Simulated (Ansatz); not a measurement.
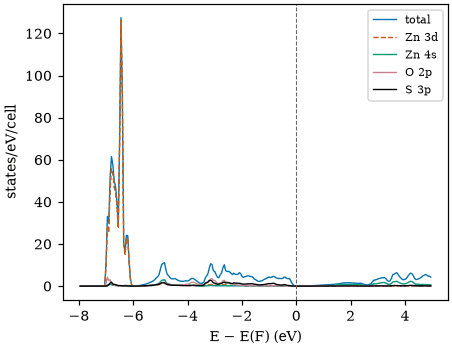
Fig. 1. Total and projected density of states of Zn$_{4}$TeSeSO in space group P222 (No. 16; Pearson symbol oP8), DFT-PBE in the program Ansatz with PAW potentials

Question: Which orbitals carry the states next to the Fermi level?

Answer: Within 0.5 eV of the Fermi level: Te 5p 48 %, Se 4p 29 %, S 3p 12 %. Projections are on Löwdin-orthogonalised atomic valence shells; empty p or d shells of many metals are not among them.

Question: Where is the tallest occupied peak in this window, and what makes it?

Answer: Near -6.4 eV, about 130 states/eV per cell; the largest projected share is Zn 3d.

The start of the workflow was typed in or built on a structure type; neither database checked (COD, Materials Project) lists it. Its standing as an ambient phase is unchecked. Symmetry was held in the PBE relaxation; whether a distortion lowers the energy is not shown. Scalar-relativistic: spin–orbit coupling is off unless named, which matters more the heavier the elements.

Potentials: the earlier of the program's two PAW sets.
